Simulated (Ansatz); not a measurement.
# Response to strain in YN

Consider YN in the rock salt structure (space group Fm-3m, No. 225; a = 4.8957 Å).

Strains are applied to the cell and any free atomic positions relax.

Level of theory: r2SCAN, PAW, 500 eV (Ansatz, a program for electronic structure; no spin-orbit coupling).

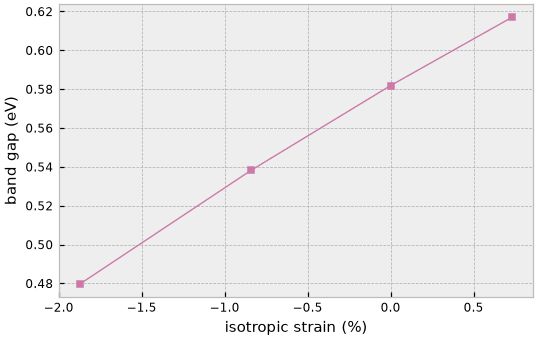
Fig. 1. Band gap against isotropic strain

```
isotropic strain (%)  band gap
--------------------  --------
-1.87                  0.48 eV
-0.84                  0.54 eV
0.73                   0.62 eV
```

Whether these cells are dynamically stable was not tested.
